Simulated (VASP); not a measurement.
Band structure of TiGe (relaxed from the NiAs structure, space group P6_3/mmc). These are r2SCAN meta-GGA, VASP's PBE PAW potentials (set 64) (plane waves; VASP 6.6.1) values and carry that method's errors.

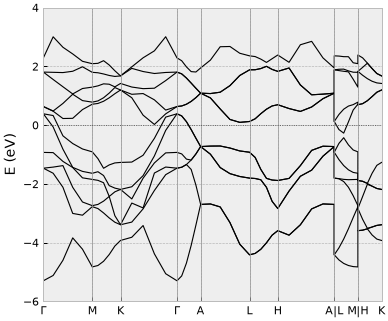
Figure: Bands along high-symmetry lines, zero at the valence-band maximum or, without a gap, the Fermi level

### Question
Read the plot: is there a gap, and where are the band edges?

### Answer
It has no gap at this level: it comes out as a metal or semimetal.

The structure was generated: TiGe was put into the NiAs type (P6_3/mmc), which need not be its known phase. It was relaxed first, which changed the volume by -13 %.
